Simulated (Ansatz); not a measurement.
**C2H5GeN: rigid scan of one bond length from a Python script**

How does the energy of C2H5GeN change as one bond is stretched? Wanted for C2H5GeN: a rigid scan of one bond length. SMILES: [CH3][GeH]1[CH]=[N]1.

All numbers are computed with the Python package of Ansatz 0.2.0. Level of theory: B3LYP/def2-SVP.

## 1. The structure

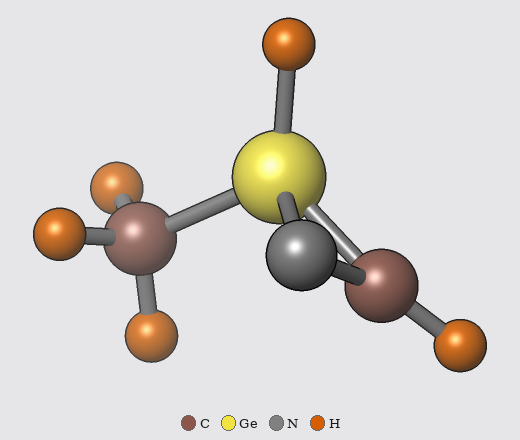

The starting structure, viewed from a chosen angle; carbon brown, germanium yellow, nitrogen grey, hydrogen orange.

The script holds or builds the structure itself.

## 2. The code

c2h5gen_scan.py reads:

```python
"""Potential curve of C2H5GeN along one bond."""

import ansatz as az
import numpy as np

GEOMETRY = """
C    -0.66800    0.71560   -0.89310
Ge   -0.02450   -0.77360    0.07080
C     0.83340   -0.35840    1.53970
N     1.75410   -0.48570    0.42480
H    -0.08490    0.93790   -1.81710
H    -0.70150    1.67210   -0.25190
H    -1.73190    0.55480   -1.21880
H    -0.08720   -2.18190   -0.52750
H     0.79910   -0.12720    2.65600
"""


def main() -> None:
    c2h5gen = az.Crystal.molecule()
    for line in GEOMETRY.strip().splitlines():
        symbol, *xyz = line.split()
        c2h5gen = c2h5gen.atom(symbol, [float(v) for v in xyz])

    symbols = [site.symbol for site in c2h5gen.cartesian_sites]
    start = np.array([site.position_ang for site in c2h5gen.cartesian_sites])
    axis = (start[6] - start[0]) / np.linalg.norm(start[6] - start[0])
    moving = [6]
    lengths, energies = [0.96, 1.03, 1.12, 1.24, 1.41, 1.69, 2.02, 2.47], []
    for length in lengths:
        xyz = start.copy()
        xyz[moving] += (length - np.linalg.norm(start[6] - start[0])) * axis
        point = az.Crystal.molecule()
        for symbol, place in zip(symbols, xyz):
            point = point.atom(symbol, place.tolist())
        model = (
            point.calculation()
            .basis(gaussian="def2-SVP")  # the orbital basis, by name
            .functional("B3LYP")
            .spin("collinear")  # two spin channels
        )
        report = model.run().report
        energies.append(report["free_energy_ev"])
        print(f"r = {length:6.3f} A  E = {energies[-1]:.5f} eV  <S^2> = {abs(report['mean_field']['state']['spin_squared']):.3f}")

    print("energy above the lowest point (eV):", [round(e - min(energies), 3) for e in energies])


if __name__ == "__main__":
    main()
```

## 3. What the engine is handed

The package turns the script's settings into the engine's input (first run):

```yaml
crystal:
  periodic: [false, false, false]
  atoms:
    - { symbol: C, position_ang: [-0.668, 0.7156, -0.8931] }
    - { symbol: Ge, position_ang: [-0.0245, -0.7736, 0.0708] }
    - { symbol: C, position_ang: [0.8334, -0.3584, 1.5397] }
    - { symbol: "N", position_ang: [1.7541, -0.4857, 0.4248] }
    - { symbol: H, position_ang: [-0.0849, 0.9379, -1.8171] }
    - { symbol: H, position_ang: [-0.7015, 1.6721, -0.2519] }
    - { symbol: H, position_ang: [-1.576509287999678, 0.5782860668198625, -1.1712290300794204] }
    - { symbol: H, position_ang: [-0.0872, -2.1819, -0.5275] }
    - { symbol: H, position_ang: [0.7991, -0.1272, 2.656] }
basis:
  gaussian:
    orbitals: def2-SVP
hamiltonian:
  xc: b3lyp
magnetization:
  spin_polarized: true
```

## 4. The run

On the command line:

```console
> python c2h5gen_scan.py
```

The program printed:

```text
r =  0.960 A  E = -60151.05452 eV  <S^2> = 0.000
r =  1.030 A  E = -60151.40296 eV  <S^2> = 0.000
r =  1.120 A  E = -60151.50348 eV  <S^2> = 0.000
r =  1.240 A  E = -60151.27806 eV  <S^2> = 0.000
r =  1.410 A  E = -60150.63286 eV  <S^2> = 0.000
r =  1.690 A  E = -60149.38453 eV  <S^2> = 0.000
r =  2.020 A  E = -60148.08233 eV  <S^2> = 0.000
r =  2.470 A  E = -60147.13605 eV  <S^2> = 0.663
energy above the lowest point (eV): [0.449, 0.101, 0.0, 0.225, 0.871, 2.119, 3.421, 4.367]
```

Wall time 74 s (1 thread of Arm Neoverse V1, shared host); peak memory 0.4 GiB.

## 5. Inputs of later runs

The engine's inputs for some of the other runs:

Run 2, against run 1:

```diff
@@ -10 +10 @@
-    - { symbol: H, position_ang: [-1.576509287999678, 0.5782860668198625, -1.1712290300794204] }
+    - { symbol: H, position_ang: [-1.6427547569163212, 0.5682735925254775, -1.1915092718560447] }
```

Run 3, against run 1:

```diff
@@ -10 +10 @@
-    - { symbol: H, position_ang: [-1.576509287999678, 0.5782860668198625, -1.1712290300794204] }
+    - { symbol: H, position_ang: [-1.7279275026662912, 0.5554004112898396, -1.2175838684259903] }
```

Run 6, against run 1:

```diff
@@ -10 +10 @@
-    - { symbol: H, position_ang: [-1.576509287999678, 0.5782860668198625, -1.1712290300794204] }
+    - { symbol: H, position_ang: [-2.2673548924160998, 0.47387026346413297, -1.3827229800356462] }
```

## 6. Run by run

The 8 runs, in the order started:

| run | distance (Å) | energy from run 3 (eV) | <S²> | SCF cycles | CPU time (s) |
| --- | --- | --- | --- | --- | --- |
| 1 | 0.96 | 0.4490 | 0.00 | 22 | 6.8 |
| 2 | 1.03 | 0.1005 | 0.00 | 22 | 6.6 |
| 3 | 1.12 | 0.0000 | 0.00 | 22 | 6.6 |
| 4 | 1.24 | 0.2254 | 0.00 | 22 | 6.7 |
| 5 | 1.41 | 0.8706 | 0.00 | 22 | 6.6 |
| 6 | 1.69 | 2.1190 | 0.00 | 22 | 6.7 |
| 7 | 2.02 | 3.4212 | 0.00 | 30 | 16 |
| 8 | 2.47 | 4.3674 | 0.66 | 69 | 18 |

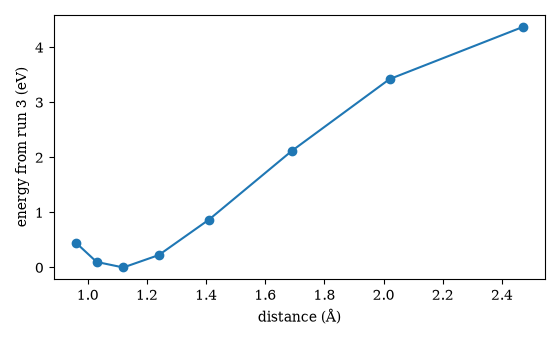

Energy against distance; lines join the points.

## 7. Results

| quantity | value |
| --- | --- |
| runs compared | 8 |
| range of energy | 4.367 eV |
| lowest point, distance (Å) | 1.12 |

In words: The curve has its lowest point inside the range, at 1.12. The ends stand 0.449 and 4.37 eV above it. The distance scanned is the script's pair 0, 6. <S²> moves from 0.00 to 0.66: along the scan the mean field breaks spin symmetry. What to keep in mind:
- Total energies depend on the basis set; only differences at equal settings carry meaning.
- The rest of the molecule is held rigid at a force-field or estimated start geometry, and the basis set is modest; single-reference methods fail as a bond breaks.
- The expectation value of S² is noticeably off S(S+1) in at least one run, so that state is spin-contaminated.
- b3lyp holds the VWN-RPA fit, as in Gaussian; the form of ORCA and Turbomole is b3lyp5.
